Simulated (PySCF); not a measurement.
## C6H5O3: EPR calculation

- system: C6H5O3, multiplicity 2
- method: UKS B3LYP, pcH-1 on C H O, non-relativistic, mean-field spin-orbit, GIAO (PySCF 2.14.0)

It belongs to a series of runs on one base structure; here: H removed from sp2 C.

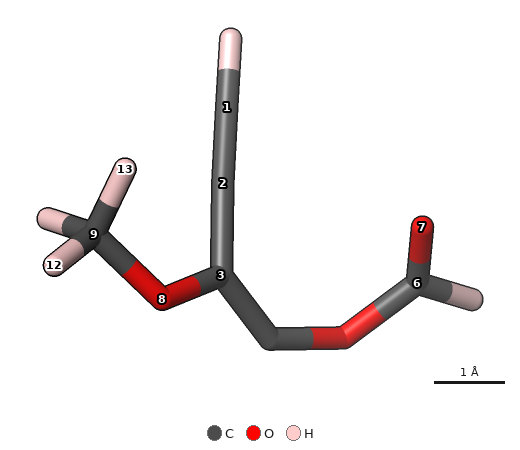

Figure 1. The structure (stick view, seen at a tilt; atoms are numbered from 1 in the order of the input). Bond lengths as drawn: C–C 1.20 to 1.42 Å, C–H 1.05 to 1.10 Å and C–O 1.20 to 1.41 Å.

### Key numbers

| quantity | value |
| --- | --- |
| outcome | converged |
| total energy | −457.139542 hartree |
| ⟨S²⟩ | 0.761 |
| isotropic g | 2.0024 |
| hardware | 1 CPU thread, shared host |
| wall time | 1.9 min |
| peak memory | 1.1 GiB |

### Input
```
{"job": {"kind": "epr", "basis": "pcH-1"}, "charge": 0, "multiplicity": 2}
C     -0.698199     1.887031     0.302643
C     -0.377381     0.766836     0.005230
C      0.070956    -0.533247    -0.363414
C      1.313398    -0.643592    -0.841778
O      2.432439     0.038164    -0.700099
C      2.808850     0.554805     0.490018
O      2.168141     0.534265     1.500068
O     -0.797112    -1.572793    -0.418488
C     -2.167244    -1.263393    -0.293487
H     -0.989342     2.852828     0.592429
H      3.813213     0.985579     0.373381
H     -2.691184    -2.215507    -0.350973
H     -2.383314    -0.783199     0.665926
H     -2.503898    -0.608250    -1.103095
```

The first line tells a small driver script what to run in PySCF; the rest is the geometry in Å.

Command:
```bash
OMP_NUM_THREADS=1 python <driver script> task.json out
```

### Output
```
UKS, coarse grid
  cycle   1  E = -456.92470402  |g| = 7.57e-01
  cycle   2  E = -456.09916127  |g| = 1.62e+00
  cycle   3  E = -457.09857103  |g| = 3.05e-01
  cycle   4  E = -457.13331802  |g| = 1.23e-01
  cycle   5  E = -457.13894336  |g| = 2.93e-02
  cycle   6  E = -457.13936851  |g| = 1.22e-02
  cycle   7  E = -457.13947838  |g| = 7.28e-03
  cycle   8  E = -457.13952830  |g| = 2.87e-03
  cycle   9  E = -457.13955667  |g| = 2.08e-03
  cycle  10  E = -457.13956793  |g| = 1.64e-03
  cycle  11  E = -457.13957395  |g| = 1.12e-03
  cycle  12  E = -457.13957608  |g| = 4.76e-04
UKS, final grid
  cycle   1  E = -457.13954100  |g| = 7.62e-04
  cycle   2  E = -457.13954032  |g| = 1.68e-03
  cycle   3  E = -457.13954139  |g| = 1.99e-04
  cycle   4  E = -457.13954143  |g| = 1.36e-04
  cycle   5  E = -457.13954154  |g| = 4.68e-05
  cycle   6  E = -457.13954154  |g| = 2.30e-05
E = -457.13954154 Eh   <S^2> = 0.7608 (exact 0.7500)
g shifts (ppm)      1          2          3
  rmc          -192       -192       -192
  gc              6         34        -25
  oz_so        -258         54        940
  total        -444       -104        724
hyperfine (MHz)  atom isotope    a_iso     a_fc   dipolar eigenvalues
    0   13C       8.63       8.63    -10.51     -2.11     12.62
    1   13C      56.36      56.36     -6.94      0.07      6.86
    2   13C      18.11      18.11    -19.34     -4.51     23.84
    3   13C     406.96     406.96    -75.91    -51.85    127.76
    4   17O     -71.81     -71.81    -25.99     11.89     14.09
    5   13C      13.93      13.93     -3.52     -2.59      6.11
    6   17O      -3.69      -3.69    -17.44      7.81      9.63
    7   17O     -11.61     -11.61     -6.68     -0.59      7.27
    8   13C      -0.58      -0.58     -0.41     -0.36      0.78
    9    1H      -1.89      -1.89     -3.23      0.37      2.87
   10    1H       4.70       4.70     -3.05     -2.51      5.56
   11    1H       0.04       0.04     -0.89     -0.69      1.58
   12    1H      -1.34      -1.34     -1.18     -0.89      2.07
   13    1H      -0.15      -0.15     -1.10     -0.97      2.07
```

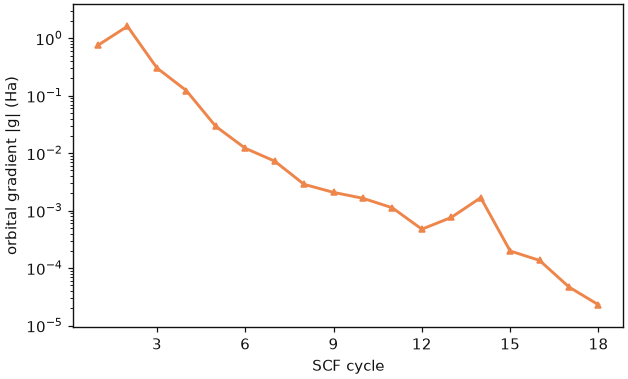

Figure 2. Convergence of the self-consistent field: orbital gradient |g| against the SCF cycle. All cycles printed in the log are drawn one after another.

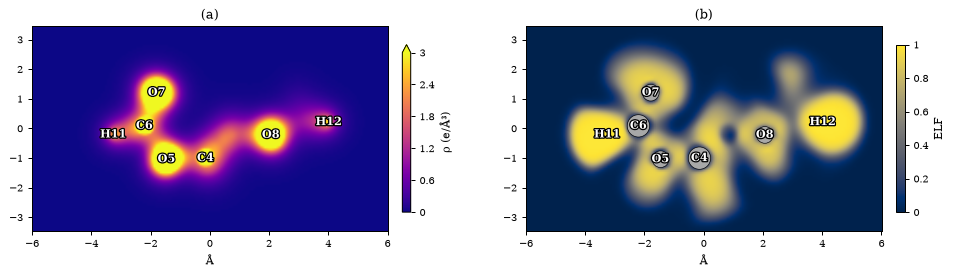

Figure 3. (a) electron density; (b) electron localisation function on the plane of atoms O7, C6 and H11. Grey discs, where drawn, cover atomic cores. The section cuts through C, O and H sites. C–O (1.20 Å): ρ at the midpoint is about 3.4 e/Å³; the ELF peaks at about 0.85 between the atoms (a double or triple bond).

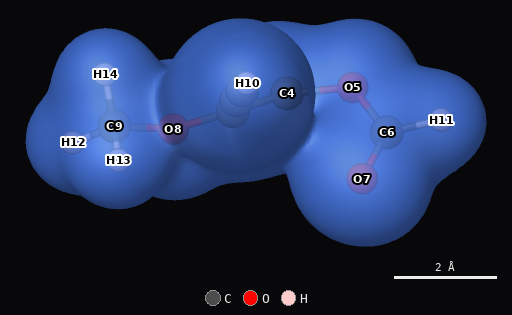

Figure 4. Isosurface of the total electron density at 0.05 e/Å³ (blue), seen from the side. At this value the surface is in one piece. On the grid the lowest density along these lines, outside the cores, is 3 e/Å³ (C–O, 1.20 Å), 2.8 e/Å³ (C–C, 1.20 Å), 2 e/Å³ (C–H, 1.05 Å) and 2.1 e/Å³ (C–O, 1.32 Å).
